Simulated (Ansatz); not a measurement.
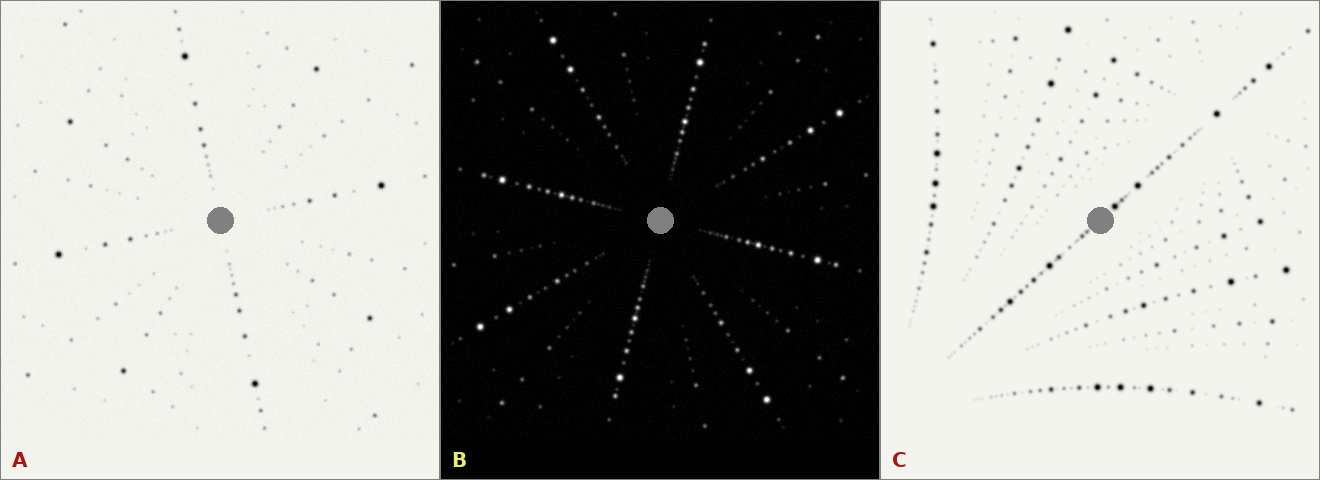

Simulated back-reflection Laue patterns (white X-rays, 0.45 to 2.2 Å, flat plate covering ±45° about the beam, kinematic intensities, seen from the source). Crystal: LiAgHg2, space group P4/mmm (No. 123), a = 3.26 Å, c = 6.45 Å. Structure: the geometry relaxed with DFT LDA, scalar-relativistic, plane waves, PAW (Ansatz); the starting structure was generated, so it need not be a known form of this composition.

Question: The directions [001], [100], [101] point towards the source, in some order. Which is which?

Answer: A: [100], symmetry 2mm (a twofold axis with two mirror lines). B: [001], symmetry 4mm (a fourfold axis with mirror lines). C: [101], symmetry m (one mirror line). The Laue class is 4/mmm.
